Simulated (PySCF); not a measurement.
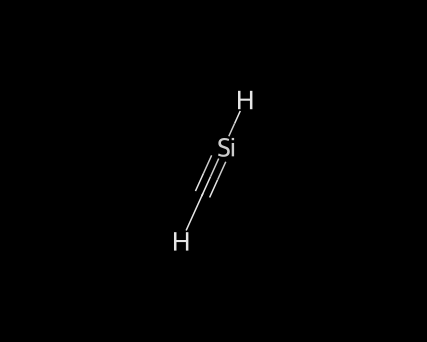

Write the SMILES.

C#[SiH]

What is the molecular formula?

CH2Si.

An optimisation with PBE0-D3(BJ)/def2-SVP gave a structure of which point group?

Cs.

More results for the same structure follow; atom numbers are the same in all pictures, views and colours differ. The geometry was computed by an optimisation with PBE0-D3(BJ)/def2-SVP. No frequency run is at hand to confirm it as a minimum.

### Electronic properties

No frequency run is at hand to confirm it as a minimum. Properties computed with ωB97X-D/def2-SVPD, gas phase (PySCF 2.14.0). Excitations: vertical, linear response.

What does the calculation give?

- dipole moment: 1.14 D
- HOMO energy (Kohn–Sham orbital): −8.69 eV
- LUMO energy (Kohn–Sham orbital): −1.30 eV
- HOMO–LUMO gap: 7.40 eV
- mean static polarisability: 48.1 bohr³
- lowest vertical singlet excitation: 1.82 eV
- its oscillator strength: 0.004
- brightest of the 10 lowest singlets: 7.35 eV
- its oscillator strength: 0.38

### Bond orders

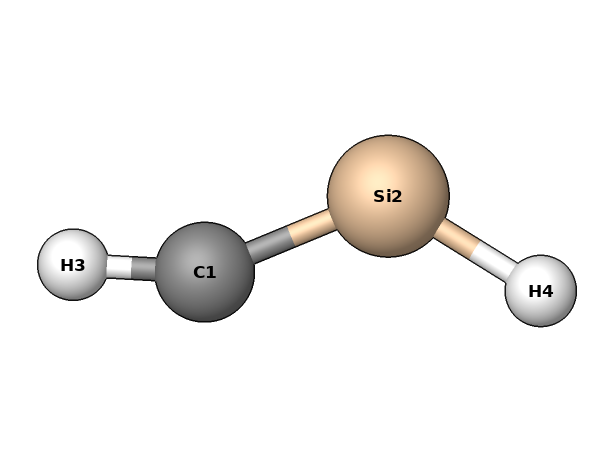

Every bond is drawn as one stick. No frequency run is at hand to confirm it as a minimum. Level of theory: PBE0/pcSseg-1 (PySCF 2.14.0).

Which bond has the highest Mayer bond order?

C1–Si2, 2.62, at a length of 1.642 Å.

List the Mayer bond orders of C1–Si2, C1–H3, Si2–H4.

```csv
bond,Mayer order,length (Å)
C1–Si2,2.62,1.642
C1–H3,0.93,1.089
Si2–H4,0.91,1.487
```

### NMR shielding

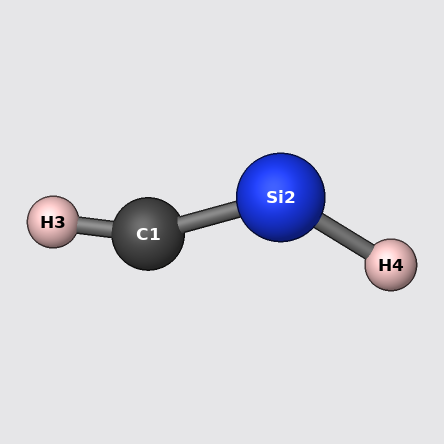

No frequency run is at hand to confirm it as a minimum. Properties computed with GIAO KT2/pcSseg-2 NMR shielding, non-relativistic, gas phase (PySCF 2.14.0). Principal shieldings σ11 ≤ σ22 ≤ σ33, span Ω = σ33 − σ11, skew κ = 3(σiso − σ22)/Ω.

Give the shielding tensors of the C atoms.

```
atom     σ11    σ22   σ33   σiso      Ω      κ
  C1  −140.5  −10.0  62.8  −29.2  203.3  −0.28
```

Shieldings and span in ppm.

### Charges

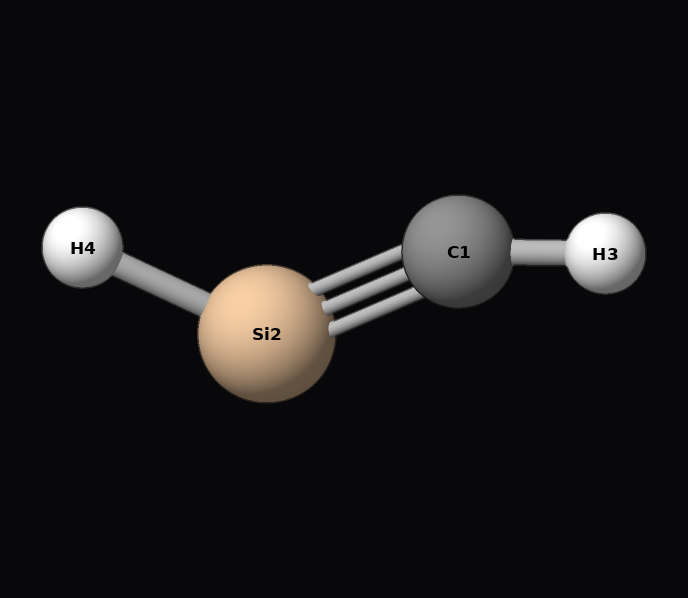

The questions are on IAO charges. No frequency run is at hand to confirm it as a minimum. Level of theory: PBE0/pcSseg-1, gas phase (PySCF 2.14.0).

List the IAO charges.

```csv
atom,value (e)
C1,−0.50
Si2,0.33
H3,0.19
H4,−0.03
```
